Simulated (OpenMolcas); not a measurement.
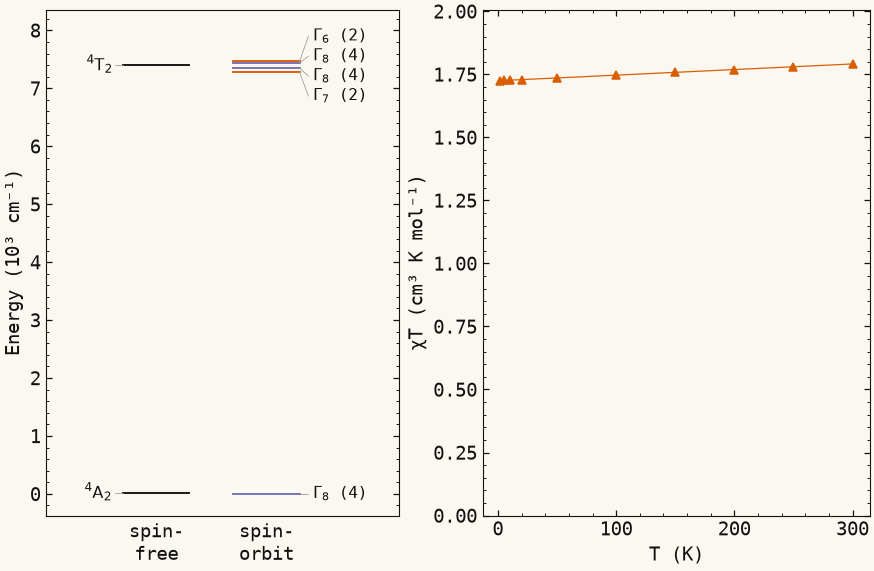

Levels of a 3d ion of charge +3 as a dopant in Cs₂NaYCl₆, a cluster with its 6 nearest Cl⁻ at 2.623 Å (octahedron) embedded in model potentials and point charges; the geometry was set, not optimised. Labels give the representation in O, Td, D4 or D3 as the site allows (double group for half-integer spin) where it could be assigned and, in brackets, the degeneracy; spin-free states, where drawn, share the zero of the spin-orbit levels. Level of the calculation: state-averaged CASSCF, the open shell active, basis ANO-RCC-VDZP on all atoms, DKH2 scalar Hamiltonian, spin-orbit coupling by RASSI with atomic mean-field integrals (OpenMolcas). Powder susceptibility by Van Vleck's formula.

Q: Which ion is the dopant?

A: Cr³⁺ (3d³). The ground level is Γ₈, 4-fold degenerate, 100 % from states of spin multiplicity 4. The next level lies at 7,280 cm⁻¹ (Γ₇). The lowest spin-free state is ⁴A₂; of the same spin there follows at 7,380 cm⁻¹ (⁴T₂) above it. χT is 1.73 cm³ K mol⁻¹ at 2 K and 1.79 at 300 K, an effective moment of 3.79 μB. The active orbitals hold 89 to 98 % metal character (Löwdin), and the Mulliken charge of the metal is +1.18.

Known limits: the geometry is set by hand, with no relaxation and no charge compensation.
